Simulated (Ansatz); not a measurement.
CH₃BeCl (BeMeCl) (charge +1, doublet)

The calculation's input:

```
crystal:
  periodic: [false, false, false]
  atoms:
    - {symbol: Be, position_ang: [-0.031166, 0.004491, -1.011877]}
    - {symbol: C, position_ang: [0.092412, -0.008453, 0.849755]}
    - {symbol: H, position_ang: [-0.359946, 0.992997, 0.745684]}
    - {symbol: H, position_ang: [1.011524, -0.074665, 1.421184]}
    - {symbol: H, position_ang: [-0.496145, -0.935925, 0.741281]}
    - {symbol: Cl, position_ang: [-0.216677, 0.021555, -2.746027]}
basis:
  gaussian: {orbitals: def2-TZVP, initial_orbitals: start.molden}
total_charge: 1
magnetization: {spin_polarized: true, initial_magnetization: 1}
hamiltonian: {xc: pbe0, dispersion: d4}
scf: {omitted_lower_state_checks: [starts]}
output: {orbitals: {seedname: orbitals}}
```

Command:

```sh
ansatz run in.yaml --threads 4 --pin off --events-out ev --progress --plain --max-ram 3916MiB
```

Geometry: PBE0-D4/def2-TZVP.

Computed with UKS PBE0-D4/def2-TZVP in Ansatz.

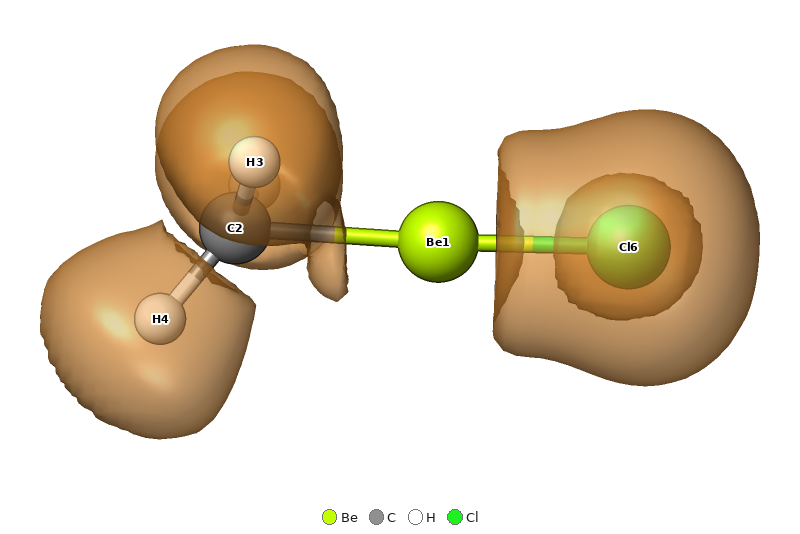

Figure 1. Isosurface of the electron localisation function at 0.75 (orange), seen from one side. Only the valence region is drawn (cores and ρ < 0.01 e/Å³ removed).

**Where are the electrons localised?**

The surface consists of one region around a hydrogen nucleus, one region wrapped around Cl (its valence shell) and one joined region spread over several atoms (C, H), in which their bonds and any lone pairs are merged. Along the contacts the grid gives the following. Be–Cl (1.74 Å): the ELF peaks at about 0.85 in the valence shell of Cl, 0.9 Å from its nucleus, and is about 0.85 at the midpoint. C–Be (1.87 Å): the ELF peaks at about 0.85 between the atoms: a polar covalent bond.

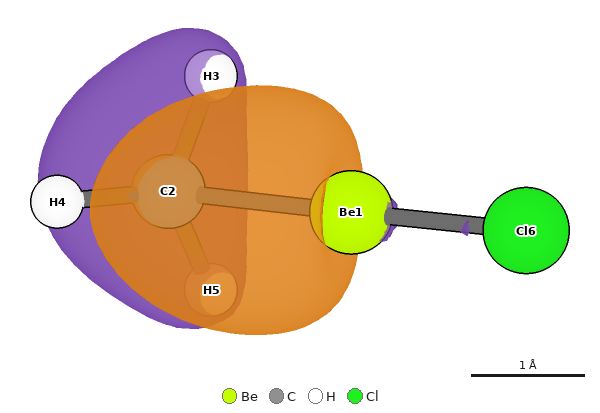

Figure 2. The LUMO (β) at ±0.15 Å⁻³ᐟ² (orange and purple are the two phases), seen at a tilt.

**Where does this orbital lie, and at what energy?**

Its weight (Hirshfeld) is mainly on C2 (about 55 %), Be1 (about 20 %), H3 (about 5 %) and H5 (about 5 %). Its energy is −11.81 eV.

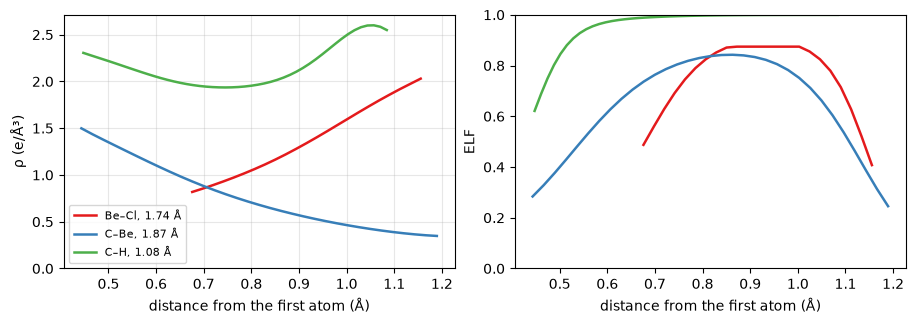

Figure 3. Total electron density and electron localisation function along straight lines between neighbouring atoms. The curves leave out the atomic cores.

**What can be read from the curves?**

Be–Cl (1.74 Å): ρ is about 1.2 e/Å³ halfway; the ELF peaks at about 0.85 in the valence shell of Cl, 0.9 Å from its nucleus, and is about 0.85 at the midpoint.
C–Be (1.87 Å): ρ is about 0.53 e/Å³ halfway; the ELF peaks at about 0.85 between the atoms, as expected for a polar covalent bond.
C–H (1.08 Å): ρ is about 2.1 e/Å³ halfway; the ELF climbs to about 1 towards the hydrogen, as it does in any bond to H: a covalent bond by its length.
